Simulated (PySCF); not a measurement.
# TiBr4 (-2): ligand-field states

Wanted: ligand-field states for TiBr4 (-2).

Computed with PySCF 2.14.0 and routines of our own; the level stands in each step. Atoms count from 0.

## 1. The system as given

5 atoms, charge -2, states of the metal's open shell are computed; geometry from: model geometry, bond lengths from ionic radii.

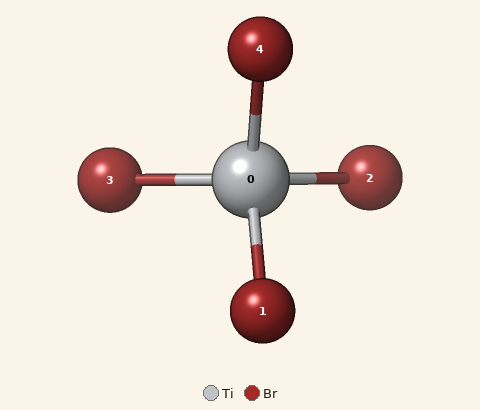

The starting geometry (titanium light grey, bromine red); sticks join atoms by distance alone.

## 2. Ligand-field states: state-averaged CASSCF in water

Job settings and geometry (Å):

```
{"job": {"kind": "lf", "basis": {"metal": "x2c-TZVPall", "ligand": "x2c-SVPall"}, "nevpt": true, "solvent": "water"}, "charge": -2, "metal": "Ti", "open_shell": "d2"}
Ti     0.000000     0.000000     0.000000
Br     1.501111     1.501111     1.501111
Br    -1.501111    -1.501111     1.501111
Br    -1.501111     1.501111    -1.501111
Br     1.501111    -1.501111    -1.501111
```

With the program's defaults for keys left out, this is: state-averaged CASSCF of the metal d shell, SC-NEVPT2 on the averaged canonical orbitals, state-interaction spin-orbit coupling.

The run is started by

```console
$ OMP_NUM_THREADS=1 python lf_run.py task.json out
```

One launch serves the whole session: the jobs run in the order shown.

Log (excerpt; [...] marks lines left out):

```text
basis functions 176, electrons 164, active (2e, 5o)
stage 1: DIIS on the effective Fock matrix, level shift 0.30
cycle   1  E = -11268.3235185049  dE = -1.127e+04  max|g| = 9.153e-01
cycle   2  E = -11269.0908064566  dE = -7.673e-01  max|g| = 3.237e-01
cycle   3  E = -11269.2395683184  dE = -1.488e-01  max|g| = 1.035e-01
cycle   4  E = -11269.2782637112  dE = -3.870e-02  max|g| = 4.486e-02
cycle   5  E = -11269.2899447000  dE = -1.168e-02  max|g| = 4.136e-02
cycle   6  E = -11269.2948639500  dE = -4.919e-03  max|g| = 1.890e-02
cycle   7  E = -11269.2958000081  dE = -9.361e-04  max|g| = 1.177e-02
cycle   8  E = -11269.2959846770  dE = -1.847e-04  max|g| = 7.422e-03
cycle   9  E = -11269.2960365873  dE = -5.191e-05  max|g| = 4.638e-03
cycle  10  E = -11269.2960502485  dE = -1.366e-05  max|g| = 2.692e-03
[... 5 cycles left out ...]
cycle  16  E = -11269.2960574221  dE = -4.750e-08  max|g| = 1.328e-04
cycle  17  E = -11269.2960574360  dE = -1.390e-08  max|g| = 8.830e-05
cycle  18  E = -11269.2960574404  dE = -4.422e-09  max|g| = 6.467e-05
cycle  19  E = -11269.2960574427  dE = -2.336e-09  max|g| = 4.441e-05
cycle  20  E = -11269.2960574437  dE = -9.804e-10  max|g| = 3.330e-05
cycle  21  E = -11269.2960574442  dE = -5.130e-10  max|g| = 2.516e-05
cycle  22  E = -11269.2960574445  dE = -2.892e-10  max|g| = 1.986e-05
cycle  23  E = -11269.2960574447  dE = -1.764e-10  max|g| = 1.534e-05
cycle  24  E = -11269.2960574448  dE = -1.055e-10  max|g| = 1.016e-05
cycle  25  E = -11269.2960574448  dE = -5.639e-11  max|g| = 8.889e-06
converged average energy = -11269.2960574448

 mult deg   label        CASSCF/cm-1   NEVPT2/cm-1
   3   1   3A2                 0.0           0.0
   3   3   3T2              3015.0        3108.3
   3   3   3T1              5211.4        5371.4
   1   2   1E              11298.4        9297.6
   1   3   1T2             13901.7       12058.4
   3   3   3T1             15393.2       12988.0
   1   1   1A1             17634.5       15465.0
   1   3   1T1             18254.1       16240.8
   1   2   1E              19402.8       17534.3
   1   3   1T2             20504.5       18599.8
   1   1   1A1             41906.6       34033.2

spin-orbit levels / cm-1
      0.00  x3  3A2 1.00
   3107.81  x2  3T2 1.00
   3109.53  x1  3T2 1.00
   3115.44  x3  3T2 1.00
   3116.31  x3  3T2 1.00
   5330.03  x3  3T1 1.00
   5334.55  x2  3T1 1.00
   5431.74  x3  3T1 1.00
   5479.21  x1  3T1 1.00
   9304.15  x2  1E 1.00
  12058.56  x3  1T2 0.99
  12898.46  x1  3T1 1.00
  12948.31  x3  3T1 1.00
  13047.95  x2  3T1 1.00
  13052.56  x3  3T1 0.99
  15474.07  x1  1A1 1.00
  16249.24  x3  1T1 1.00
  17543.48  x2  1E 1.00
  18608.93  x3  1T2 1.00
  34042.99  x1  1A1 1.00
```

Run time: 28 s. Hardware: 1 thread of Arm Neoverse V1, shared host; peak memory 0.53 GiB.

From this job:

```tsv
quantity	value
spin-orbit constant ζ	85 cm⁻¹
```

Powder susceptibility:

```tsv
T (K)	χT (cm³ K/mol)	μ(eff)
2	0.884	2.66
5	0.886	2.66
10	0.889	2.67
20	0.894	2.67
30	0.900	2.68
50	0.911	2.70
75	0.925	2.72
100	0.939	2.74
150	0.967	2.78
200	0.995	2.82
250	1.023	2.86
300	1.052	2.90
```

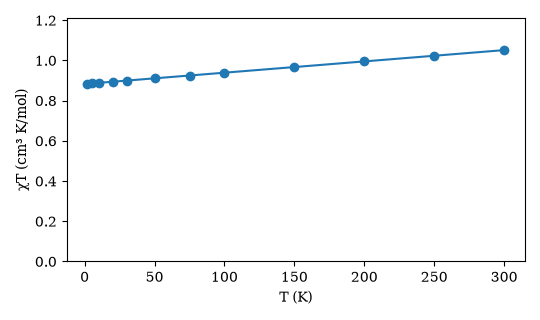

χT against temperature.

The fields below are evaluated on a grid from the run's orbitals.

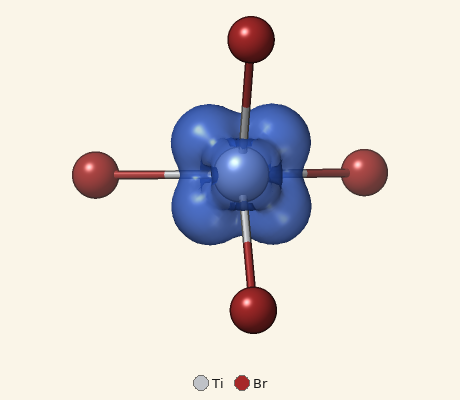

Spin density at ±0.07 e/Å³ (alpha excess blue, beta excess red).

In these pictures sticks join atoms by distance alone, so bonds to metals can be missing or extra.

## 3. Ligand-field states: state-averaged CASSCF (angle to the S4 axis at 45°) in water

Job settings and geometry (Å):

```
{"job": {"kind": "lf", "basis": {"metal": "x2c-TZVPall", "ligand": "x2c-SVPall"}, "nevpt": true, "solvent": "water", "reuse": true}, "charge": -2, "metal": "Ti", "open_shell": "d2"}
Ti     0.000000     0.000000     0.000000
Br     1.300000     1.300000     1.838478
Br    -1.300000    -1.300000     1.838478
Br    -1.300000     1.300000    -1.838478
Br     1.300000    -1.300000    -1.838478
```

Level: state-averaged CASSCF of the metal d shell, SC-NEVPT2 on the averaged canonical orbitals, state-interaction spin-orbit coupling.

Log:

```text
basis functions 176, electrons 164, active (2e, 5o)
start from the orbitals of the previous structure
stage 1: DIIS on the effective Fock matrix, level shift 0.30
cycle   1  E = -11267.4046147634  dE = -1.127e+04  max|g| = 3.468e+00
cycle   2  E = -11269.0830733776  dE = -1.678e+00  max|g| = 5.195e-01
cycle   3  E = -11269.2447801180  dE = -1.617e-01  max|g| = 1.669e-01
cycle   4  E = -11269.2714402127  dE = -2.666e-02  max|g| = 6.550e-02
cycle   5  E = -11269.2811990213  dE = -9.759e-03  max|g| = 3.881e-02
cycle   6  E = -11269.2836024814  dE = -2.403e-03  max|g| = 2.370e-02
cycle   7  E = -11269.2844216456  dE = -8.192e-04  max|g| = 1.391e-02
cycle   8  E = -11269.2847238877  dE = -3.022e-04  max|g| = 6.516e-03
cycle   9  E = -11269.2848312624  dE = -1.074e-04  max|g| = 4.519e-03
cycle  10  E = -11269.2848647375  dE = -3.348e-05  max|g| = 2.803e-03
cycle  11  E = -11269.2848754694  dE = -1.073e-05  max|g| = 1.752e-03
cycle  12  E = -11269.2848792743  dE = -3.805e-06  max|g| = 1.075e-03
cycle  13  E = -11269.2848807256  dE = -1.451e-06  max|g| = 6.463e-04
cycle  14  E = -11269.2848812262  dE = -5.006e-07  max|g| = 3.866e-04
cycle  15  E = -11269.2848813888  dE = -1.626e-07  max|g| = 2.321e-04
cycle  16  E = -11269.2848814406  dE = -5.176e-08  max|g| = 1.381e-04
cycle  17  E = -11269.2848814584  dE = -1.781e-08  max|g| = 1.115e-04
cycle  18  E = -11269.2848814674  dE = -9.029e-09  max|g| = 7.572e-05
cycle  19  E = -11269.2848814718  dE = -4.371e-09  max|g| = 5.328e-05
cycle  20  E = -11269.2848814737  dE = -1.857e-09  max|g| = 3.133e-05
cycle  21  E = -11269.2848814744  dE = -7.403e-10  max|g| = 2.288e-05
cycle  22  E = -11269.2848814748  dE = -3.547e-10  max|g| = 1.386e-05
cycle  23  E = -11269.2848814749  dE = -1.528e-10  max|g| = 8.453e-06
converged average energy = -11269.2848814749

 mult deg   label        CASSCF/cm-1   NEVPT2/cm-1
   3   1   3B1                 0.0           0.0
   3   1   3B2              1477.8        1437.3
   3   2   3E               3852.1        4321.9
   3   2   3E               4940.8        5384.2
   3   1   3A2              5516.0        5645.2
   1   1   1A1             10318.5        8548.2
   1   1   1B1             11942.9        9824.3
   1   1   1B2             13326.1       11214.7
   1   2   1E              14082.4       12660.4
   3   1   3A2             14838.7       13168.6
   1   1   1A2             15516.8       13711.1
   1   1   1A1             15622.6       13799.6
   3   2   3E              16277.3       14037.8
   1   1   1A1             19545.1       17474.1
   1   2   1E              19469.1       17764.5
   1   2   1E              20318.7       18567.9
   1   1   1B1             21585.3       20212.2
   1   1   1B2             22376.7       20957.4
   1   1   1A1             42265.8       34758.8

spin-orbit levels / cm-1
      0.00  x2  3B1 0.99
      6.37  x1  3B1 1.00
   1443.98  x1  3B2 1.00
   1455.72  x2  3B2 0.99
   4281.16  x1  3E 0.99
   4285.40  x1  3E 0.99
   4332.88  x2  3E 1.00
   4361.01  x1  3E 0.99
   4368.58  x1  3E 0.99
   5382.02  x2  3E 0.95 3A2 0.05
   5382.68  x1  3E 0.90 3A2 0.09
   5396.11  x1  3E 0.99
   5399.65  x1  3E 0.99
   5410.13  x1  3E 0.99
   5672.93  x2  3A2 0.95 3E 0.05
   5682.16  x1  3A2 0.91 3E 0.09
   8564.43  x1  1A1 1.00
   9835.63  x1  1B1 1.00
  11226.34  x1  1B2 1.00
  12660.04  x2  1E 0.98
  13175.97  x1  3A2 0.99
  13187.51  x2  3A2 0.98
  13721.77  x1  1A2 0.99
  13804.39  x1  1A1 0.97 3E 0.03
  14007.30  x1  3E 0.99
  14019.51  x1  3E 0.96 1A1 0.03
  14056.22  x2  3E 0.99
  14096.21  x1  3E 1.00
  14096.85  x1  3E 1.00
  17487.18  x1  1A1 1.00
```

It took 22 s on 1 thread of Arm Neoverse V1, shared host; peak memory 0.53 GiB.

In short:

```tsv
quantity	value
spin-orbit constant ζ	86 cm⁻¹
```

Powder susceptibility:

```tsv
T (K)	χT (cm³ K/mol)	μ(eff)
2	0.561	2.12
20	0.850	2.61
100	0.921	2.71
300	1.059	2.91
```

## 4. Ligand-field states: state-averaged CASSCF (angle to the S4 axis at 50°) in water

Job settings and geometry (Å):

```
{"job": {"kind": "lf", "basis": {"metal": "x2c-TZVPall", "ligand": "x2c-SVPall"}, "nevpt": true, "solvent": "water", "reuse": true}, "charge": -2, "metal": "Ti", "open_shell": "d2"}
Ti     0.000000     0.000000     0.000000
Br     1.408356     1.408356     1.671248
Br    -1.408356    -1.408356     1.671248
Br    -1.408356     1.408356    -1.671248
Br     1.408356    -1.408356    -1.671248
```

Level: state-averaged CASSCF of the metal d shell, SC-NEVPT2 on the averaged canonical orbitals, state-interaction spin-orbit coupling.

Log:

```text
basis functions 176, electrons 164, active (2e, 5o)
start from the orbitals of the previous structure
stage 1: DIIS on the effective Fock matrix, level shift 0.30
cycle   1  E = -11268.6770883529  dE = -1.127e+04  max|g| = 1.439e+00
cycle   2  E = -11269.2284791847  dE = -5.514e-01  max|g| = 3.302e-01
cycle   3  E = -11269.2810081200  dE = -5.253e-02  max|g| = 1.046e-01
cycle   4  E = -11269.2903767679  dE = -9.369e-03  max|g| = 3.075e-02
cycle   5  E = -11269.2928119627  dE = -2.435e-03  max|g| = 2.417e-02
cycle   6  E = -11269.2935196740  dE = -7.077e-04  max|g| = 1.358e-02
cycle   7  E = -11269.2938059555  dE = -2.863e-04  max|g| = 8.462e-03
cycle   8  E = -11269.2939032883  dE = -9.733e-05  max|g| = 4.738e-03
cycle   9  E = -11269.2939335266  dE = -3.024e-05  max|g| = 2.753e-03
cycle  10  E = -11269.2939427743  dE = -9.248e-06  max|g| = 1.764e-03
cycle  11  E = -11269.2939459429  dE = -3.169e-06  max|g| = 1.112e-03
cycle  12  E = -11269.2939469970  dE = -1.054e-06  max|g| = 6.762e-04
cycle  13  E = -11269.2939473538  dE = -3.568e-07  max|g| = 4.129e-04
cycle  14  E = -11269.2939474719  dE = -1.181e-07  max|g| = 2.451e-04
cycle  15  E = -11269.2939475089  dE = -3.698e-08  max|g| = 1.475e-04
cycle  16  E = -11269.2939475200  dE = -1.108e-08  max|g| = 8.605e-05
cycle  17  E = -11269.2939475238  dE = -3.800e-09  max|g| = 5.043e-05
cycle  18  E = -11269.2939475253  dE = -1.546e-09  max|g| = 2.810e-05
cycle  19  E = -11269.2939475260  dE = -7.203e-10  max|g| = 1.794e-05
cycle  20  E = -11269.2939475264  dE = -3.492e-10  max|g| = 1.138e-05
cycle  21  E = -11269.2939475265  dE = -9.277e-11  max|g| = 8.187e-06
converged average energy = -11269.2939475265

 mult deg   label        CASSCF/cm-1   NEVPT2/cm-1
   3   1   3B1                 0.0           0.0
   3   1   3B2              2197.1        2216.1
   3   2   3E               3441.5        3642.5
   3   2   3E               5029.9        5274.6
   3   1   3A2              5498.3        5615.4
   1   1   1A1             10849.1        8941.6
   1   1   1B1             11659.6        9591.8
   1   1   1B2             13650.2       11664.7
   1   2   1E              13990.7       12286.3
   3   1   3A2             14869.8       12684.7
   3   2   3E              15816.2       13439.0
   1   1   1A2             16782.8       14787.8
   1   1   1A1             16891.7       14850.0
   1   2   1E              18978.6       17037.3
   1   1   1A1             19171.1       17165.4
   1   2   1E              20249.5       18387.5
   1   1   1B1             20455.7       18751.0
   1   1   1B2             21363.2       19609.2
   1   1   1A1             42005.2       34223.9

spin-orbit levels / cm-1
      0.00  x2  3B1 1.00
      2.39  x1  3B1 1.00
   2218.88  x1  3B2 1.00
   2227.53  x2  3B2 1.00
   3629.08  x1  3E 1.00
   3634.52  x1  3E 1.00
   3650.91  x2  3E 1.00
   3655.07  x1  3E 0.99
   3662.67  x1  3E 1.00
   5252.69  x1  3E 1.00
   5256.87  x1  3E 1.00
   5275.22  x2  3E 0.97
   5302.71  x1  3E 0.94 3A2 0.05
   5321.62  x1  3E 1.00
   5635.02  x2  3A2 0.97
   5643.56  x1  3A2 0.94 3E 0.05
   8951.14  x1  1A1 1.00
   9599.53  x1  1B1 1.00
  11671.19  x1  1B2 1.00
  12281.17  x2  1E 0.97
  12689.12  x1  3A2 0.99
  12701.69  x2  3A2 0.97
  13401.97  x1  3E 1.00
  13408.28  x1  3E 0.99
  13455.46  x2  3E 0.99
  13497.54  x1  3E 1.00
  13497.97  x1  3E 1.00
  14797.56  x1  1A2 1.00
  14860.91  x1  1A1 1.00
  17046.87  x2  1E 1.00
```

Run time: 21 s. Hardware: 1 thread of Arm Neoverse V1, shared host; peak memory 0.56 GiB.

From this job:

```tsv
quantity	value
spin-orbit constant ζ	85 cm⁻¹
```

Powder susceptibility:

```tsv
T (K)	χT (cm³ K/mol)	μ(eff)
2	0.776	2.49
20	0.886	2.66
100	0.936	2.73
300	1.053	2.90
```

## 5. Ligand-field states: state-averaged CASSCF (angle to the S4 axis at 60°) in water

Job settings and geometry (Å):

```
{"job": {"kind": "lf", "basis": {"metal": "x2c-TZVPall", "ligand": "x2c-SVPall"}, "nevpt": true, "solvent": "water", "reuse": true}, "charge": -2, "metal": "Ti", "open_shell": "d2"}
Ti     0.000000     0.000000     0.000000
Br     1.592168     1.592168     1.300000
Br    -1.592168    -1.592168     1.300000
Br    -1.592168     1.592168    -1.300000
Br     1.592168    -1.592168    -1.300000
```

With the program's defaults for keys left out, this is: state-averaged CASSCF of the metal d shell, SC-NEVPT2 on the averaged canonical orbitals, state-interaction spin-orbit coupling.

Log:

```text
basis functions 176, electrons 164, active (2e, 5o)
start from the orbitals of the previous structure
stage 1: DIIS on the effective Fock matrix, level shift 0.30
cycle   1  E = -11267.4961343393  dE = -1.127e+04  max|g| = 2.932e+00
cycle   2  E = -11269.0870213742  dE = -1.591e+00  max|g| = 3.681e-01
cycle   3  E = -11269.2504756209  dE = -1.635e-01  max|g| = 1.293e-01
cycle   4  E = -11269.2802172362  dE = -2.974e-02  max|g| = 6.820e-02
cycle   5  E = -11269.2904923499  dE = -1.028e-02  max|g| = 4.593e-02
cycle   6  E = -11269.2930293346  dE = -2.537e-03  max|g| = 3.152e-02
cycle   7  E = -11269.2939395676  dE = -9.102e-04  max|g| = 1.958e-02
cycle   8  E = -11269.2942649977  dE = -3.254e-04  max|g| = 1.124e-02
cycle   9  E = -11269.2943703021  dE = -1.053e-04  max|g| = 6.298e-03
cycle  10  E = -11269.2944006092  dE = -3.031e-05  max|g| = 3.463e-03
cycle  11  E = -11269.2944107387  dE = -1.013e-05  max|g| = 1.916e-03
cycle  12  E = -11269.2944142593  dE = -3.521e-06  max|g| = 1.053e-03
cycle  13  E = -11269.2944155810  dE = -1.322e-06  max|g| = 6.587e-04
cycle  14  E = -11269.2944160185  dE = -4.375e-07  max|g| = 3.995e-04
cycle  15  E = -11269.2944161754  dE = -1.569e-07  max|g| = 2.693e-04
cycle  16  E = -11269.2944162285  dE = -5.308e-08  max|g| = 2.071e-04
cycle  17  E = -11269.2944162499  dE = -2.139e-08  max|g| = 1.559e-04
cycle  18  E = -11269.2944162599  dE = -1.008e-08  max|g| = 1.201e-04
cycle  19  E = -11269.2944162667  dE = -6.734e-09  max|g| = 8.232e-05
cycle  20  E = -11269.2944162696  dE = -2.925e-09  max|g| = 5.984e-05
cycle  21  E = -11269.2944162710  dE = -1.402e-09  max|g| = 4.381e-05
cycle  22  E = -11269.2944162718  dE = -7.531e-10  max|g| = 2.933e-05
cycle  23  E = -11269.2944162721  dE = -3.292e-10  max|g| = 2.049e-05
cycle  24  E = -11269.2944162722  dE = -1.437e-10  max|g| = 1.534e-05
cycle  25  E = -11269.2944162723  dE = -8.731e-11  max|g| = 1.127e-05
cycle  26  E = -11269.2944162724  dE = -6.003e-11  max|g| = 8.895e-06
converged average energy = -11269.2944162724

 mult deg   label        CASSCF/cm-1   NEVPT2/cm-1
   3   1   3B1                 0.0           0.0
   3   2   3E               2500.4        2607.8
   3   1   3B2              4090.1        4301.3
   3   1   3A2              4575.3        4829.3
   3   2   3E               5472.7        5652.2
   1   1   1B1             10808.6        8910.1
   1   1   1A1             11661.0        9573.3
   1   2   1E              13754.4       11886.3
   1   1   1B2             14022.1       12363.7
   3   2   3E              15042.4       12771.7
   3   1   3A2             16549.1       14229.4
   1   1   1A1             17122.5       15038.0
   1   2   1E              17336.6       15331.0
   1   1   1B1             18295.4       16407.1
   1   1   1B2             19837.9       17959.1
   1   1   1A2             20160.1       18315.5
   1   2   1E              21067.6       19301.5
   1   1   1A1             21131.4       19369.6
   1   1   1A1             42072.2       34326.7

spin-orbit levels / cm-1
      0.00  x1  3B1 1.00
      1.98  x2  3B1 1.00
   2602.34  x1  3E 1.00
   2612.81  x1  3E 1.00
   2617.21  x2  3E 1.00
   2617.63  x1  3E 1.00
   2625.46  x1  3E 1.00
   4299.52  x1  3B2 0.99
   4307.77  x2  3B2 1.00
   4839.05  x2  3A2 1.00
   4841.56  x1  3A2 0.99
   5600.54  x1  3E 1.00
   5606.19  x1  3E 0.99
   5667.28  x2  3E 0.99
   5724.15  x1  3E 1.00
   5726.91  x1  3E 0.99
   8920.03  x1  1B1 1.00
   9582.13  x1  1A1 1.00
  11890.87  x2  1E 0.99
  12353.38  x1  1B2 0.96 3E 0.04
  12730.70  x1  3E 1.00
  12733.53  x1  3E 1.00
  12784.55  x2  3E 0.99
  12833.74  x1  3E 1.00
  12849.90  x1  3E 0.96 1B2 0.04
  14240.61  x1  3A2 0.99
  14242.04  x2  3A2 1.00
  15050.96  x1  1A1 1.00
  15341.26  x2  1E 1.00
  16417.87  x1  1B1 1.00
```

Run time: 24 s. Hardware: 1 thread of Arm Neoverse V1, shared host; peak memory 0.55 GiB.

From this job:

```tsv
quantity	value
spin-orbit constant ζ	85 cm⁻¹
```

Powder susceptibility:

```tsv
T (K)	χT (cm³ K/mol)	μ(eff)
2	0.767	2.48
20	0.887	2.66
100	0.936	2.74
300	1.052	2.90
```

## 6. Ligand-field states: state-averaged CASSCF (angle to the S4 axis at 65°) in water

Job settings and geometry (Å):

```
{"job": {"kind": "lf", "basis": {"metal": "x2c-TZVPall", "ligand": "x2c-SVPall"}, "nevpt": true, "solvent": "water", "reuse": true}, "charge": -2, "metal": "Ti", "open_shell": "d2"}
Ti     0.000000     0.000000     0.000000
Br     1.666227     1.666227     1.098807
Br    -1.666227    -1.666227     1.098807
Br    -1.666227     1.666227    -1.098807
Br     1.666227    -1.666227    -1.098807
```

Method: state-averaged CASSCF of the metal d shell, SC-NEVPT2 on the averaged canonical orbitals, state-interaction spin-orbit coupling.

Log:

```text
basis functions 176, electrons 164, active (2e, 5o)
start from the orbitals of the previous structure
stage 1: DIIS on the effective Fock matrix, level shift 0.30
cycle   1  E = -11268.7227659787  dE = -1.127e+04  max|g| = 1.337e+00
cycle   2  E = -11269.2291522031  dE = -5.064e-01  max|g| = 2.155e-01
cycle   3  E = -11269.2783002752  dE = -4.915e-02  max|g| = 6.488e-02
cycle   4  E = -11269.2870114104  dE = -8.711e-03  max|g| = 3.191e-02
cycle   5  E = -11269.2891401156  dE = -2.129e-03  max|g| = 1.934e-02
cycle   6  E = -11269.2897305842  dE = -5.905e-04  max|g| = 1.320e-02
cycle   7  E = -11269.2899673334  dE = -2.367e-04  max|g| = 8.135e-03
cycle   8  E = -11269.2900435140  dE = -7.618e-05  max|g| = 4.802e-03
cycle   9  E = -11269.2900672416  dE = -2.373e-05  max|g| = 2.839e-03
cycle  10  E = -11269.2900742469  dE = -7.005e-06  max|g| = 1.597e-03
cycle  11  E = -11269.2900768076  dE = -2.561e-06  max|g| = 9.153e-04
cycle  12  E = -11269.2900777227  dE = -9.151e-07  max|g| = 5.239e-04
cycle  13  E = -11269.2900780803  dE = -3.575e-07  max|g| = 3.349e-04
cycle  14  E = -11269.2900782124  dE = -1.321e-07  max|g| = 2.214e-04
cycle  15  E = -11269.2900782597  dE = -4.731e-08  max|g| = 1.581e-04
cycle  16  E = -11269.2900782790  dE = -1.932e-08  max|g| = 1.204e-04
cycle  17  E = -11269.2900782873  dE = -8.295e-09  max|g| = 8.867e-05
cycle  18  E = -11269.2900782908  dE = -3.503e-09  max|g| = 6.818e-05
cycle  19  E = -11269.2900782931  dE = -2.265e-09  max|g| = 5.116e-05
cycle  20  E = -11269.2900782945  dE = -1.379e-09  max|g| = 3.423e-05
cycle  21  E = -11269.2900782950  dE = -5.748e-10  max|g| = 2.429e-05
cycle  22  E = -11269.2900782953  dE = -2.619e-10  max|g| = 1.768e-05
cycle  23  E = -11269.2900782954  dE = -1.364e-10  max|g| = 1.329e-05
cycle  24  E = -11269.2900782955  dE = -7.640e-11  max|g| = 1.045e-05
cycle  25  E = -11269.2900782956  dE = -4.729e-11  max|g| = 7.958e-06
converged average energy = -11269.2900782956

 mult deg   label        CASSCF/cm-1   NEVPT2/cm-1
   3   1   3B1                 0.0           0.0
   3   2   3E               1975.3        2169.1
   3   1   3A2              3752.9        4154.2
   3   1   3B2              5237.6        5609.5
   3   2   3E               5700.1        5951.1
   1   1   1B1             10290.7        8520.6
   1   1   1A1             11793.6        9562.2
   1   2   1E              13505.8       11666.9
   1   1   1B2             13833.8       12375.0
   3   2   3E              14922.1       12971.1
   1   1   1A1             16401.9       14489.5
   1   2   1E              16495.4       14592.0
   1   1   1B1             17332.9       15535.3
   3   1   3A2             18097.6       16098.9
   1   1   1B2             19655.4       17953.4
   1   2   1E              21819.2       20351.8
   1   1   1A2             22186.3       20663.6
   1   1   1A1             23118.5       21502.3
   1   1   1A1             42630.2       35277.1

spin-orbit levels / cm-1
      0.00  x1  3B1 0.99
      3.67  x2  3B1 1.00
   2161.54  x1  3E 0.99
   2174.95  x1  3E 1.00
   2180.58  x2  3E 0.99
   2183.87  x1  3E 1.00
   2193.54  x1  3E 0.99
   4168.93  x2  3A2 1.00
   4174.36  x1  3A2 0.99
   5583.76  x1  3B2 0.90 3E 0.10
   5607.59  x2  3B2 0.96 3E 0.04
   5896.00  x1  3E 1.00
   5923.43  x1  3E 0.90 3B2 0.10
   5976.65  x2  3E 0.96 3B2 0.04
   6029.76  x1  3E 1.00
   6029.96  x1  3E 1.00
   8537.12  x1  1B1 1.00
   9574.93  x1  1A1 1.00
  11676.37  x2  1E 1.00
  12373.37  x1  1B2 0.98
  12938.00  x1  3E 1.00
  12939.36  x1  3E 1.00
  12985.00  x2  3E 1.00
  13030.69  x1  3E 1.00
  13040.56  x1  3E 0.98
  14499.30  x1  1A1 1.00
  14604.85  x2  1E 1.00
  15548.17  x1  1B1 1.00
  16111.76  x2  3A2 1.00
  16114.85  x1  3A2 1.00
```

Wall time 24 s (1 thread of Arm Neoverse V1, shared host); peak memory 0.55 GiB.

From this job:

```tsv
quantity	value
spin-orbit constant ζ	86 cm⁻¹
```

Powder susceptibility:

```tsv
T (K)	χT (cm³ K/mol)	μ(eff)
2	0.567	2.13
20	0.869	2.64
100	0.926	2.72
300	1.055	2.90
```

[end of part 1 of 2]
